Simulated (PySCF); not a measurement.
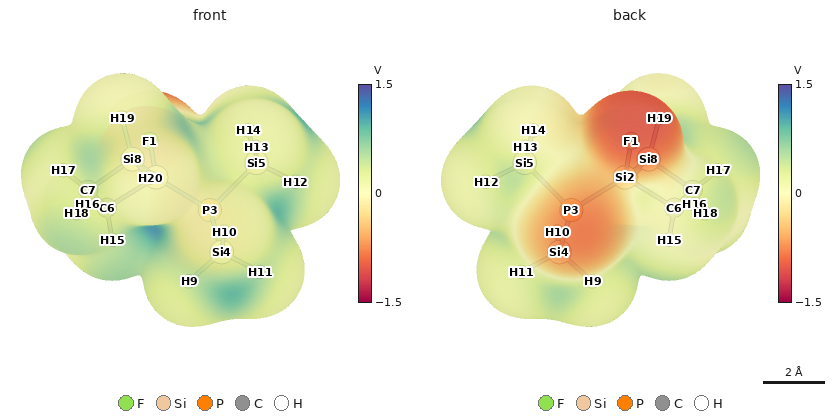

C₂H₁₂FPSi₄. The electrostatic potential painted on the density surface at 0.001 e/bohr³, seen from the front and from behind; red is negative and blue positive.

Geometry: GFN2-xTB.

Level of theory: PBE0/pcSseg-1, SCF density, gas phase, non-relativistic (PySCF).

```yaml
atoms:
  - { symbol: F, position_ang: [0.6983, -2.2384, -0.7638] }
  - { symbol: Si, position_ang: [0.4612, -0.7159, -0.2257] }
  - { symbol: P, position_ang: [-1.4912, -0.1492, -1.1548] }
  - { symbol: Si, position_ang: [-1.8776, 1.7744, -0.1079] }
  - { symbol: Si, position_ang: [-2.8303, -1.5573, -0.0700] }
  - { symbol: C, position_ang: [1.9861, 0.3504, -0.7229] }
  - { symbol: C, position_ang: [2.7703, 0.3585, 0.6107] }
  - { symbol: Si, position_ang: [1.4895, -0.3755, 1.8446] }
  - { symbol: H, position_ang: [-0.8978, 2.7412, -0.5984] }
  - { symbol: H, position_ang: [-1.7632, 1.6660, 1.3508] }
  - { symbol: H, position_ang: [-3.2322, 2.1879, -0.4668] }
  - { symbol: H, position_ang: [-4.2010, -1.1671, -0.3960] }
  - { symbol: H, position_ang: [-2.6305, -1.4939, 1.3828] }
  - { symbol: H, position_ang: [-2.5323, -2.9009, -0.5514] }
  - { symbol: H, position_ang: [1.7039, 1.3623, -1.0120] }
  - { symbol: H, position_ang: [2.5786, -0.0535, -1.5413] }
  - { symbol: H, position_ang: [3.6488, -0.2813, 0.5295] }
  - { symbol: H, position_ang: [3.1391, 1.3523, 0.8589] }
  - { symbol: H, position_ang: [2.0173, -1.4759, 2.6584] }
  - { symbol: H, position_ang: [0.9578, 0.6265, 2.7783] }
```

Question: Where is the surface potential most negative and most positive?

Answer: The most negative region (about −1.0 V) lies over F1, the most positive (about +0.9 V) over the C and Si atoms.

Question: How polar is the molecule by this calculation?

Answer: Its dipole moment is 1.95 D.
